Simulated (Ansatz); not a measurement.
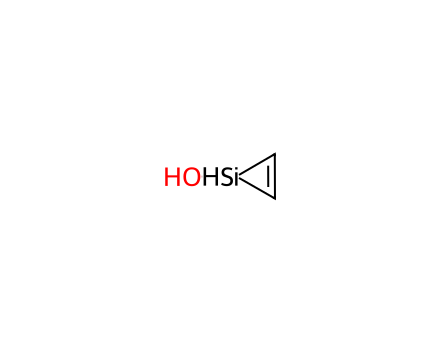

The drawing above gives the connectivity. Computed geometry: PBE0-D4/def2-TZVP optimisation.

What does the molecule look like in three dimensions?

Formula C₂H₄OSi. As SMILES it reads `O[SiH]1C=C1`. Independent rings (smallest set): 1 of 3 members. Among its groups: alkene, Si–H bond, Si–O bond. This geometry has Cs symmetry. Coordination, clear cases only: 1 O bent.

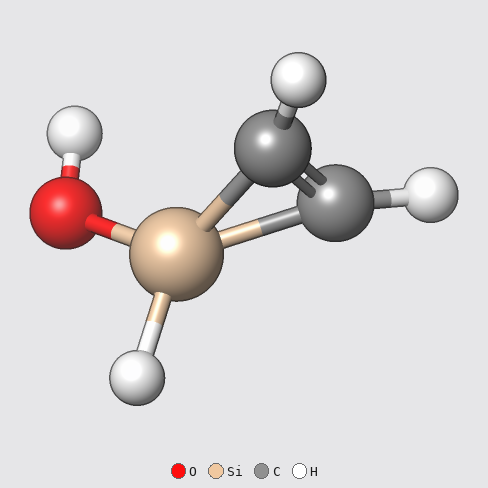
